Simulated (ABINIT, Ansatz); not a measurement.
# BN (P6_3/mmc): modes at Γ and the response to a field, part 3 of 3

Which modes does BN (P6_3/mmc) have at the zone centre?

ABINIT 10.8.3; DFT LDA, scalar-relativistic, plane waves, PseudoDojo norm-conserving pseudopotentials.

So far. Step 5 (Zone-centre response): The acoustic modes at Γ come out as far as 2.2 cm⁻¹ from zero, where they should vanish, a small numerical error; the Born charges miss their sum rule by 5.3e-4 e, which is good. Step 6 (Zone-centre analysis): The rule moves no optical mode by more than 0.1 cm⁻¹.

The database entry behind the starting cell differs from later determinations by our own check (about 0.3 % short, minor phase), so it need not match the best structure at ambient conditions.

### 8. Cross-check with Ansatz

A second program on the same cell, potentials, cutoff and meshes tests the implementation of the phonon response, not its convergence. Its field response is summed in its own way.

This step: DFT LDA, scalar-relativistic, plane waves, PseudoDojo norm-conserving pseudopotentials (Ansatz 0.2.0).

input.yaml reads:

```yaml
crystal:
  lattice:
    - [2.4891605007, 0.0, 0.0]
    - [-1.2445802503, 2.1556762277, 0.0]
    - [0.0, 0.0, 6.4929987907]
  atoms:
    - { symbol: B, position: [0.3333333333, 0.6666666667, 0.25] }
    - { symbol: B, position: [0.6666666667, 0.3333333333, 0.75] }
    - { symbol: "N", position: [0.3333333333, 0.6666666667, 0.75] }
    - { symbol: "N", position: [0.6666666667, 0.3333333333, 0.25] }
kpoints:
  mp_grid: { grid: [9, 9, 4] }
hamiltonian:
  xc: lda
  pseudopotentials: { kind: nc, accuracy: standard }
scf:
  occupations: { method: fixed }
output:
  eigenvalues: true
basis:
  ecutwfc: 979.61
phonons:
  method: dfpt
  dielectric: true
  rigid_motions: translations
```

On the command line:

```bash
$ ansatz run input.yaml --threads 8 --pin off --max-ram 16384MiB --backend cpu --events-out ev --progress --plain --runs-dir out
```

Output:

```text
Warning: basis.ecutwfc = 979.61 eV is below the records' recommended 1142.878222 eV, and the density's cutoff is lower with it unless basis.ecutrho_ratio is high enough to keep the records' density cutoff: compare with a run at a higher cutoff
Engine: ansatz 0.2.0, aarch64-unknown-linux-gnu
Pseudopotentials: kind: nc
Pseudopotential: B, nc, valence charge 3, recommended cutoff 1034.032677 eV (normal), B.nc.azcp (PseudoDojo's, or run here from an input of PseudoDojo's; its table is named by hamiltonian.pseudopotentials.accuracy)
Pseudopotential: N, nc, valence charge 5, recommended cutoff 1142.878222 eV (normal), N.nc.azcp (PseudoDojo's, or run here from an input of PseudoDojo's; its table is named by hamiltonian.pseudopotentials.accuracy)
Functional definition: SPW92
  exchange = slater_x
  correlation = pw_c
Crystal: 4 atoms, lattice volume = 34.840 Å³
Basis set: ecut = 979.61 eV, 2433 PW (Γ), exchange–correlation on 54×54×144 points (8 copies of the dense FFT grid, shifted against one another)
Bands: 12, of which v1, the nominal top of the filled ones, is band 8 counted from 1 (7 counted from 0)
Symmetry: 24 space group operations
k-points: 95 of 324 (irreducible under 2 space group operations, time reversal used)
Non-local potential: B, projectors of the file, l = 0: 2, l = 1: 2
Non-local potential: N, projectors of the file, l = 0: 2, l = 1: 2
Initial density: superposition of atomic densities (chi_scale 0.1, normalization cell, long waves kept (reshape's long-wave potential 0.01 eV rms))
Initial wavefunctions: pseudopotential atomic-orbital guess
Functional: x = slater, c = lda
SCF iter   1: F=—  HF=-733.508956 eV  |F-HF|=—  |Δ(HF+E_count)|=         —  Δρ=1.57e-1  dr2=8.23e0  ethr=3.10e-3  ⟨swp⟩=5.5  Hψ=6772  notcnv=0  defer=189
preconditioner: auto → none  [insulator: Δε(μ)=5.880 eV  Ē_g=17.214 eV  n_scr=4 (ndim 8)  ℏωp=25.2 eV  f_vac=0.000  ε∞_Penn≈3.1]
SCF iter   2: F=—  HF=-730.730430 eV  |F-HF|=—  |Δ(HF+E_count)|=    2.78e0  Δρ=6.91e-2  dr2=9.14e-1  ethr=3.10e-3  ⟨swp⟩=4.1  Hψ=3601  notcnv=0  defer=180
SCF iter   3: F=—  HF=-730.446499 eV  |F-HF|=—  |Δ(HF+E_count)|=   2.84e-1  Δρ=2.20e-2  dr2=9.80e-2  ethr=3.10e-3  ⟨swp⟩=3.3  Hψ=2650  notcnv=0  defer=187
SCF iter   4: F=—  HF=-730.418176 eV  |F-HF|=—  |Δ(HF+E_count)|=   2.83e-2  Δρ=8.05e-3  dr2=1.24e-2  ethr=6.13e-4  ⟨swp⟩=2.2  Hψ=1696  notcnv=0  defer=190
SCF iter   5: F=—  HF=-730.414889 eV  |F-HF|=—  |Δ(HF+E_count)|=   3.29e-3  Δρ=1.08e-3  dr2=2.21e-4  ethr=7.77e-5  ⟨swp⟩=3.4  Hψ=2133  notcnv=0  defer=190
SCF iter   6: F=—  HF=-730.414839 eV  |F-HF|=—  |Δ(HF+E_count)|=   5.00e-5  Δρ=1.21e-4  dr2=2.89e-6  ethr=1.38e-6  ⟨swp⟩=2.3  Hψ=1897  notcnv=0  defer=187
SCF iter   7: F=—  HF=-730.414838 eV  |F-HF|=—  |Δ(HF+E_count)|=   8.65e-8  Δρ=7.55e-6  dr2=6.82e-9  ethr=1.81e-8  ⟨swp⟩=2.3  Hψ=1861  notcnv=0  defer=176
SCF iter   8: F=—  HF=-730.414839 eV  |F-HF|=—  |Δ(HF+E_count)|=   3.90e-7  Δρ=8.63e-7  dr2=1.00e-10  ethr=4.26e-11  ⟨swp⟩=2.4  Hψ=1937  notcnv=0  defer=132
SCF iter   9: F=-730.414839 eV  HF=-730.414839 eV  |F-HF|=4.55e-13  |Δ(HF+E_count)|=  1.34e-11  Δρ=6.44e-8  dr2=5.26e-13  ethr=1.00e-12  ⟨swp⟩=11.1  Hψ=8863  notcnv=0
SCF 1 converged in 9 iterations: F = -730.414839 eV  dr2 = 5.26e-13
NSCF: frozen V_eff on 4 k-points
DFPT response loops at Γ: preconditioner auto → Resta (q_TF=auto, 2.396 Å⁻¹)  ε∞=3.8 (no band partly filled); β = 1.00, the filter's whole step (`scf.mixing.beta` (0.50) is not read by the response loops at its default; to damp them type it under 1.00, their step now; it binds the ground state too); Broyden in place of MSR1
── the response to a field inside a basis, on 10×10×4 k-points: an SCF that follows is theirs, and a resumed run solves both again ──
Bands: 9, of which v1, the nominal top of the filled ones, is band 8 counted from 1 (7 counted from 0)
k-points: 60 of 400 (irreducible under 8 space group operations)
Initial density: handed on by an earlier stage of this run
Initial wavefunctions: pseudopotential atomic-orbital guess (no wavefunctions were taken with the density)
Eigensolver: Dense (60 Hₖ)
SCF iter   1: F=—  HF=-730.417173 eV  |F-HF|=—  |Δ(HF+E_count)|=         —  Δρ=3.74e-4  dr2=4.42e-6  ethr=1.00e-1
preconditioner: auto → none  [insulator: Δε(μ)=4.224 eV  Ē_g=13.135 eV  n_scr=4 (ndim 8)  ℏωp=25.2 eV  f_vac=0.008  ε∞_Penn≈4.7]
SCF iter   2: F=—  HF=-730.417174 eV  |F-HF|=—  |Δ(HF+E_count)|=   1.75e-6  Δρ=1.87e-4  dr2=9.95e-7  ethr=2.76e-8
SCF iter   3: F=—  HF=-730.417175 eV  |F-HF|=—  |Δ(HF+E_count)|=   7.00e-7  Δρ=5.84e-5  dr2=2.06e-7  ethr=6.22e-9
SCF iter   4: F=-730.417175 eV  HF=-730.417175 eV  |F-HF|=1.12e-10  |Δ(HF+E_count)|=   2.62e-8  Δρ=3.67e-6  dr2=6.88e-10  ethr=1.29e-9
SCF 1 converged in 4 iterations: F = -730.417175 eV  dr2 = 6.88e-10
DFPT response loops at Γ: mixed as the last ones told, above
SCF converged after 9 iterations
Free energy (F): -730.414839 eV
Harris-Foulkes:  -730.414839 eV  (|F-HF|=4.55e-13)
Internal energy: -730.414839 eV  (E = F + TS)
E sigma→0 (E₀):  -730.414839 eV
Fermi energy:    4.790868 eV
--- Per-component energies (eV) ---
  E_band       = -36.998102
  E_kinetic    = 513.743235
  E_local      = -646.284544  (includes V_loc(G=0)·N_el)
  E_nonlocal   = -64.031691
  E_hartree    = 213.485037
  E_xc         = -234.919231
  E_vxc        = -267.395174  (∫ρ·V_xc dr)
  E_ewald      = -512.407644
  E_smearing   = -0.000000  (= −TS)
  E_closure    = 0.000000  (closes the sum)
  Σ components = -730.414839   (vs F -730.414839, Δ=0.00e0)
--- Band table (eV; the first three rows and the last of 95) ---
  k-point 0: bands = [... 4 lower, 3.4676, 3.4676, 3.5138, 3.5138, 9.9305, 15.1464, 16.4695, 16.4695]
  k-point 1: bands = [... 4 lower, 3.4745, 3.4745, 3.5070, 3.5070, 10.6959, 14.3104, 16.4909, 16.4909]
  k-point 2: bands = [... 4 lower, 3.4906, 3.4906, 3.4906, 3.4906, 12.4747, 12.4747, 16.5433, 16.5433]
  k-point 94: bands = [... 4 lower, -0.4721, -0.4721, 2.8919, 2.8919, 11.2126, 11.2126, 16.4434, 16.4434]
--- Phonons (Γ-DFPT): 4 representative perturbations + reference, on 95 of 324 k-points (Σ response iterations 14) ---
  k mesh reduced under 2 symmetry operations, with k and −k counted as one. Each operation leaves every solved perturbation unchanged. A smaller set is not considered because the run solves the response to a homogeneous field
  ASR residual: 3.755e-5 → 0.000e0 eV/Å²; symmetrization residual: 1.651e-6 eV/Å²
  ASR residual per site (eV/Å²): 1.09e-5 1.09e-5 3.75e-5 3.75e-5
  Γ frequencies (cm⁻¹): 0.00 0.00 0.00 50.07 50.07 111.95 756.81 817.32 1384.85 1384.85 1384.90 1384.90
  ε∞ (high-frequency dielectric tensor):
        4.842087     0.000000     0.000000
        0.000000     4.842087     0.000000
        0.000000     0.000000     2.838867
  ε⁰ (static dielectric tensor: ions relaxed, cell fixed):
        6.598376     0.000000     0.000000
        0.000000     6.598376    -0.000000
        0.000000    -0.000000     3.375560
  ε⁰ − ε∞ (ionic part):
        1.756289     0.000000     0.000000
        0.000000     1.756289    -0.000000
        0.000000    -0.000000     0.536693
  softest optical mode at Γ: 50.07 cm⁻¹; the repairs (sum rule, projections) moved no ω² at Γ by more than (1.11 cm⁻¹)²
  Born effective charges Z* (e; rows j = field, columns β = displacement):
    site 0:
         2.69738    0.00000    0.00000
         0.00000    2.69738    0.00000
         0.00000    0.00000    0.81484
    site 1:
         2.69738    0.00000    0.00000
         0.00000    2.69738    0.00000
         0.00000    0.00000    0.81484
    site 2:
        -2.69738   -0.00000    0.00000
        -0.00000   -2.69738    0.00000
         0.00000    0.00000   -0.81484
    site 3:
        -2.69738   -0.00000    0.00000
        -0.00000   -2.69738    0.00000
         0.00000    0.00000   -0.81484
  Z* charge neutrality: 1.064e-3 e pre-enforcement
  solved inside a basis spanned on kpoints, on 10×10×4 k-points, its susceptibility summed on 18×18×6: ε∞ is read to err by 1.4e-2, Z* by 9.4e-3 e (field_mesh: kpoints solves on kpoints); Z* is corrected for what the basis lacks
  optical modes at Γ without the LO–TO term, one row a degenerate level:
      ω (cm⁻¹)  modes    IR ((D/Å)²/amu)
         50.07      2             0.0000
        111.95      1             0.0000
        756.81      1             5.0213
        817.32      1             0.0000
       1384.85      2             0.0000
       1384.90      2           110.0491
  optical modes at Γ + LO–TO along q̂ = [1.0000, 0.0000, 0.0000]:
      ω (cm⁻¹)  modes    IR ((D/Å)²/amu)
         50.07      2             0.0000
        111.95      1             0.0000
        756.81      1             5.0213
        817.32      1             0.0000
       1384.85      2             0.0000
       1384.90      1            55.0245
       1616.67      1            55.0245
  optical modes at Γ + LO–TO along q̂ = [0.0000, 1.0000, 0.0000]:
      ω (cm⁻¹)  modes    IR ((D/Å)²/amu)
         50.07      2             0.0000
        111.95      1             0.0000
        756.81      1             5.0213
        817.32      1             0.0000
       1384.85      2             0.0000
       1384.90      1            55.0245
       1616.67      1            55.0245
  optical modes at Γ + LO–TO along q̂ = [0.0000, 0.0000, 1.0000]:
      ω (cm⁻¹)  modes    IR ((D/Å)²/amu)
         50.07      2             0.0000
        111.95      1             0.0000
        817.32      1             0.0000
        825.25      1             5.0213
       1384.85      2             0.0000
       1384.90      2           110.0491
```

Wall time 15 s (8 threads of Arm Neoverse V2, shared host); peak memory 0.72 GiB.

Numbers from this step:

```yaml
sum_rule_residual_before_enforcement: 3.75e-5 eV/Å²
miss_of_the_charge_sum_rule: 0.001064 e
estimated_error_of_the_dielectric_tensor: 0.01414
estimated_error_of_the_born_charges: 0.009376 e
lowest_optical_zone_centre_mode: 50.07 cm⁻¹
mean_high_frequency_dielectric_constant: 4.174
mean_static_dielectric_constant: 5.524
```

Transverse modes. Infrared lines, with heights relative to the strongest:

```tsv
position (cm⁻¹)	lines merged	IR intensity ((D/Å)²/amu), degenerate modes summed, relative
50	1	0.0
112	1	0.0
757	1	4.6
817	1	0.0
1385	2	100
```

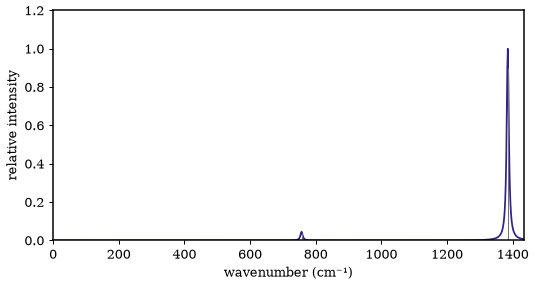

The infrared spectrum, broadened with Lorentzians of width 8 cm⁻¹; bars mark the lines.

### 9. The two compared: ABINIT PseudoDojo and Ansatz, PseudoDojo

Worked out from the results:

| Item | Value |
| --- | --- |
| root-mean-square difference | 0.02 cm⁻¹ |
| largest difference | 0.03 cm⁻¹ |

Frequencies side by side, by row:

```tsv
q (reciprocal lattice)	mode	ABINIT PseudoDojo (cm⁻¹)	Ansatz, PseudoDojo (cm⁻¹)
0 0 0	1	0	0
0 0 0	2	0	0
0 0 0	3	0	0
0 0 0	4	50.07	50.07
0 0 0	5	50.07	50.07
0 0 0	6	112	112
0 0 0	7	756.8	756.8
0 0 0	8	817.3	817.3
0 0 0	9	1385	1385
0 0 0	10	1385	1385
0 0 0	11	1385	1385
0 0 0	12	1385	1385
```

The two runs side by side. Further quantities:

```tsv
quantity	ABINIT PseudoDojo	Ansatz, PseudoDojo
mean ε∞	4.173	4.174
largest Born charge in size (e; the first before, the second after the charge sum rule)	2.07	2.07
```

At the zone centre the largest difference (acoustic modes at Γ apart) is 0.002 % of the highest mode.

### 10. Results

| Item | Value |
| --- | --- |
| space group after relaxation | P6_3/mmc |
| volume per atom | 8.71 Å³ |
| highest optical zone-centre mode (no LO-TO term) | 1385 cm⁻¹ |
| lowest optical zone-centre mode | 50.1 cm⁻¹ |
| highest mode moved by the LO-TO term | 1617 cm⁻¹ |
| mean high-frequency dielectric constant | 4.17 |
| largest Born charge in size (third of the trace) | 2.07 e |
| mean static dielectric constant | 5.52 |
| imaginary optical modes at the zone centre (no q mesh in this session) | none |
| largest difference from Ansatz, PseudoDojo | 0.03 cm⁻¹ |

What this shows: At the LDA level the optical modes of BN (P6_3/mmc) at the zone centre (no LO-TO term) run from 50 to 1385 cm⁻¹. The base run prints -0.73 GPa, mostly the error of a finite basis; the relaxation, with a smoothed cutoff, had brought the cell to rest. Along the directions run, the highest mode that the macroscopic field moves lies at 1617 cm⁻¹. Lattice motion raises the mean dielectric constant from 4.173 to 5.522. ABINIT PseudoDojo and Ansatz, PseudoDojo agree to 0.03 cm⁻¹ (0.002 % of the highest mode compared) on all solved modes but the acoustic ones at Γ, without the LO-TO term. These are harmonic frequencies at zero temperature: anharmonic shifts and linewidths and thermal expansion are left out. Ansatz warns that the cutoff lies 14 % under the one recommended for these files; agreement at one cutoff is not convergence.

[Host names and launcher messages were left out of these logs when they were recorded.]

[Logs are printed without paths, hosts, clocks, repeated set-up lines and the standing remarks that a program may print on its own settings, such as how far it seeks lower states.]

[Hosts, paths, dates, database ids (printed as entryN), source tags and the programs' standing remarks are cut or masked in the printed files.]
